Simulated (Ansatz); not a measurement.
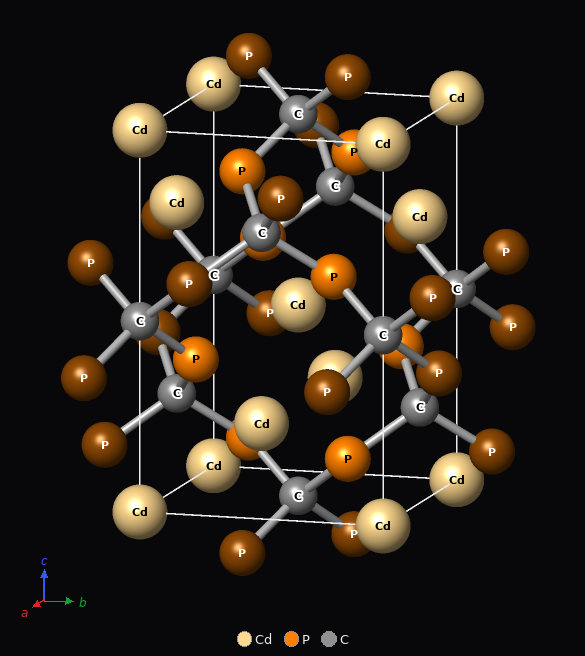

We look at a ball-and-stick model of the crystal slightly off an axis. Lines trace the edges of the conventional unit cell. Bonds that leave the box are completed with the atoms at their other ends, in fainter colours.

CdP2C, chalcopyrite, space group I-42d (No. 122), a = 5.496 Å, b = 5.496 Å, c = 8.409 Å, α = 90.00°, β = 90.00°, γ = 90.00°. The initial geometry was a structure type filled with these elements by a generator (whether the compound takes this form wasn't checked). Earlier steps of the study may have refined or changed the cell and positions. It went into a calculation with Ansatz.

This one geometry was computed with Ansatz (DFT, plane waves, PAW) at four levels of theory: r2SCAN, HSE06, PBE with spin-orbit coupling and PBE. It was relaxed beforehand with r2SCAN.

Which level gives the highest pressure at this volume, and what does that say about its equilibrium volume?

Highest: PBE with spin-orbit coupling (1.4 GPa) and PBE (1.5 GPa), which points to the largest equilibrium volume. Lowest, with the smallest volume: HSE06 (-1.3 GPa). Levels within 0.5 GPa of each other can't be told apart.

How does the band gap change with the level of theory?

PBE with spin-orbit coupling: a gap of 0.09 eV, indirect; PBE: a gap of 0.10 eV, indirect; r2SCAN: a gap of 0.31 eV, indirect; HSE06: a gap of 0.67 eV, indirect.

Collect the results in a table.

| level | cutoff (eV) | k-mesh of the run's cell | gap (eV) | pressure (GPa) |
| --- | --- | --- | --- | --- |
| r2SCAN | 500 | 6×6×6 | 0.31 | 0.0 |
| HSE06 | 420 | 4×4×4 | 0.67 | -1.3 |
| PBE with spin-orbit coupling | 420 | 6×6×6 | 0.09 | 1.4 |
| PBE | 420 | 6×6×6 | 0.10 | 1.5 |

Gaps are taken on the k-mesh or band path of each run.
